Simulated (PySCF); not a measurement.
# C4H10O2 (1,3-butanediol) at 6 levels

Wanted: a comparison of 6 runs (B3LYP/6-31G*, TPSS/6-31G*, r2SCAN/6-31G*, revPBE/6-31G*, wB97X/6-31G*, SCS-MP2/6-31G*) of C4H10O2 (1,3-butanediol). The job is set up through a Python script.

Program for the calculation: PySCF 2.14.0.

3 further runs of the same task are left out: 3 set aside as unsound or not needed.

### 1 Starting point

The species is C4H10O2 (16 atoms), meant as a singlet with charge 0. SMILES: `CC(O)CCO`. The O3–H11 distance was set to 1.254 Å, away from the relaxed value.

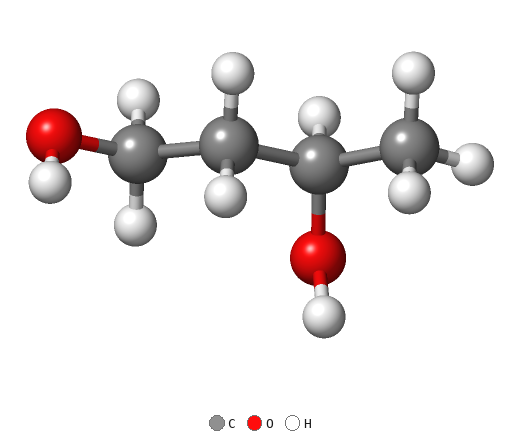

The structure, seen from a chosen angle (carbon grey, oxygen red, hydrogen white).

### 2 A single-point energy at B3LYP/6-31G(d) (spherical functions) (run 1)

The input, job.py:

```python
from pyscf import gto, dft

mol = gto.M(
    atom='''
C     -0.278349    -1.228526     3.754083
C      0.730859    -1.510983     1.061147
O     -0.623262    -3.371324    -0.286303
C      0.694746     1.034345    -0.327045
C      1.901979     0.837058    -2.947774
O      1.892719     3.151103    -4.261909
H     -0.310456    -3.061126     4.682297
H      0.915089     0.042126     4.836971
H     -2.192812    -0.471615     3.726512
H      2.671494    -2.227681     1.118463
H     -2.914770    -2.767636    -0.296744
H      1.712477     2.439130     0.786117
H     -1.266071     1.671240    -0.524503
H      3.890028     0.313793    -2.767400
H      0.938124    -0.639120    -4.044534
H      0.170083     3.699577    -4.473256
''',
    spin=0,
    verbose=3,
    max_memory=1860,
    basis='6-31g*',
    unit='bohr',
    charge=0,
)

myscf = dft.RKS(mol, xc='b3lyp')
myscf.grids.level = 5
myscf.conv_tol = 1e-10
myscf.kernel()
if not myscf.converged:
    myscf = myscf.newton().run(myscf.mo_coeff, myscf.mo_occ)

e_tot = myscf.e_tot
print('Final energy', e_tot)
```

On the command line:

```sh
$ OMP_NUM_THREADS=1 python job.py
```

Standard output:

```text
converged SCF energy = -308.824998674182
Final energy -308.8249986741822
```

Run time: 44 s. Hardware: 1 thread of Intel Xeon at 2.70GHz, shared host; peak memory 0.56 GiB.

### 3 A single-point energy at TPSS/6-31G(d) (spherical functions) (run 2)

The input, job.py:

```python
from pyscf import gto, dft

mol = gto.M(
    atom='''
C   -0.147296  -0.650108   1.986575
C    0.386754  -0.799578   0.561535
O   -0.329816  -1.784028  -0.151505
C    0.367644   0.547352  -0.173065
C    1.006484   0.442952  -1.559895
O    1.001584   1.667492  -2.255305
H   -0.164286  -1.619878   2.477765
H    0.484244   0.022292   2.559615
H   -1.160386  -0.249568   1.971985
H    1.413694  -1.178838   0.591865
H   -1.542430  -1.464570  -0.157030
H    0.906204   1.290732   0.415995
H   -0.669976   0.884382  -0.277555
H    2.058514   0.166052  -1.464445
H    0.496434  -0.338208  -2.140275
H    0.090004   1.957732  -2.367145
''',
    spin=0,
    basis='6-31g*',
    charge=0,
    verbose=4,
    max_memory=1860,
)

calc0 = dft.RKS(mol, xc='tpss')
calc0.conv_tol = 1e-10
calc0.grids.level = 5
calc0.kernel()
if not calc0.converged:
    calc0 = calc0.newton().run(calc0.mo_coeff, calc0.mo_occ)

energy = calc0.e_tot
print('E(%s) = %.9f' % ('TPSS', energy))
```

On the command line:

```sh
$ OMP_NUM_THREADS=1 python job.py
```

Standard output:

```text
PySCF version 2.14.0

[... 89 lines left out ...]
converged SCF energy = -308.86528306939
E(TPSS) = -308.865283069
```

Wall time 74 s (1 thread of Intel Xeon at 2.70GHz, shared host); peak memory 0.61 GiB.

Runs 3 to 5 aren't shown in full; the table further down has their settings and results.

### 4 A single-point energy at SCS-MP2/6-31G(d) (spherical functions) (run 6)

The input, job.py:

```python
from pyscf import gto, scf, mp

mol = gto.M(
    atom='''
C     -0.147296    -0.650108     1.986575
C      0.386754    -0.799578     0.561535
O     -0.329816    -1.784028    -0.151505
C      0.367644     0.547352    -0.173065
C      1.006484     0.442952    -1.559895
O      1.001584     1.667492    -2.255305
H     -0.164286    -1.619878     2.477765
H      0.484244     0.022292     2.559615
H     -1.160386    -0.249568     1.971985
H      1.413694    -1.178838     0.591865
H     -1.542430    -1.464570    -0.157030
H      0.906204     1.290732     0.415995
H     -0.669976     0.884382    -0.277555
H      2.058514     0.166052    -1.464445
H      0.496434    -0.338208    -2.140275
H      0.090004     1.957732    -2.367145
''',
    basis='6-31g*',
    max_memory=1860,
    charge=0,
    verbose=3,
)

mf = scf.RHF(mol)
mf.conv_tol = 1e-10
mf.kernel()
if not mf.converged:
    mf = mf.newton().run(mf.mo_coeff, mf.mo_occ)

pt = mp.MP2(mf, frozen=6).run()
e_final = mf.e_tot + 1.2 * pt.e_corr_os + pt.e_corr_ss / 3
print('Final energy', e_final)
```

On the command line:

```sh
$ OMP_NUM_THREADS=1 python job.py
```

Standard output:

```text
converged SCF energy = -306.939490679499
E(RMP2) = -307.825793879971  E_corr = -0.886303200472599
E(SCS-RMP2) = -307.810454806584  E_corr = -0.870964127084905
Final energy -307.8104548065838
```

Wall time 6.6 s (1 thread of Intel Xeon at 2.70GHz, shared host); peak memory 0.31 GiB.

### 5 The series

| run | level | integration grid | frozen core orbitals | energy (Eh) | dipole moment (D) of the reference | HOMO energy (eV) | LUMO energy (eV) | wall time |
| --- | --- | --- | --- | --- | --- | --- | --- | --- |
| 1 | B3LYP/6-31G* (spherical functions) | 5 | – | -308.824999 | 2.47 | -6.73 | -0.19 | 44 s |
| 2 | TPSS/6-31G* (spherical functions) | 5 | – | -308.865283 | 2.38 | -5.42 | -0.78 | 74 s |
| 3 | r2SCAN/6-31G* (spherical functions) | 5 | – | -308.641439 | 2.49 | -5.71 | -0.70 | 74 s |
| 4 | revPBE/6-31G* (spherical functions) | 5 | – | -308.722490 | 2.36 | -5.23 | -0.90 | 44 s |
| 5 | wB97X/6-31G* (spherical functions) | 5 | – | -308.746671 | 2.58 | -9.50 | 2.43 | 94 s |
| 6 | SCS-MP2/6-31G* (spherical functions) | – | 6 | -307.810455 | 2.77 | -11.25 | 4.12 | 6.6 s |

### 6 What came out

```
                                          quantity          value
                               run 6: total energy  -307.81045 Eh
       run 6: dipole moment (Hartree–Fock density)         2.77 D
        run 6: HOMO energy (Hartree–Fock orbitals)      -11.25 eV
        run 6: LUMO energy (Hartree–Fock orbitals)        4.12 eV
      run 6: HOMO–LUMO gap (Hartree–Fock orbitals)       15.36 eV
run 6: correlation energy (6 core orbitals frozen)     -871.0 mEh
```

**Reading.** Over runs 1, 2, 3, 4, 5 the dipole moment (its size) runs from 2.36 D (revPBE/6-31G*) to 2.58 D (wB97X/6-31G*). Over runs 1, 2, 3, 4, 5 the HOMO–LUMO gap runs from 4.33 eV (revPBE/6-31G*) to 11.93 eV (wB97X/6-31G*). Totals of different functionals can't be ranked against each other. All runs together took 5.6 min, the longest 94 s.
